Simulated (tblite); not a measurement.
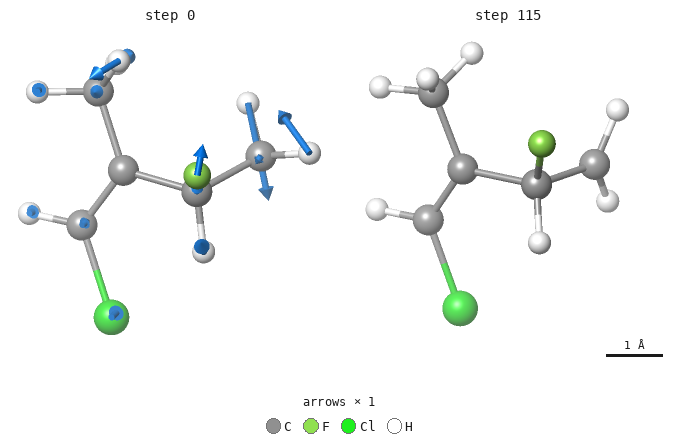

The structure of C₅H₇ClF (multiplicity 2) before (left) and after (right) a relaxation, at one scale. The blue arrows give the displacements, at their true length.

Style: ball-and-stick. Shown at a tilt.

Computed with GFN2-xTB geometry optimisation, gas phase in tblite 0.8.0. 

Summarise the run.

The atom that moves furthest after the best rigid fit is an H atom (1.86 Å). Largest moves by element: H 1.86 Å, F 0.58 Å, Cl 0.48 Å, C 0.29 Å. Among the contacts that change: C–C 1.512 → 1.468 Å, C–Cl 1.760 → 1.723 Å, C–H 1.105 → 1.071 Å, C–H 1.122 → 1.089 Å. Among the angles between lasting bonds that change: C–C–H 110.5° → 119.7°, H–C–H 112.8° → 120.3°, C–C–C 113.2° → 107.4°. Groups turn about C–C by about 30°, C–C by about 25°. The energy falls by 12.9 kcal/mol in 115 geometry steps.
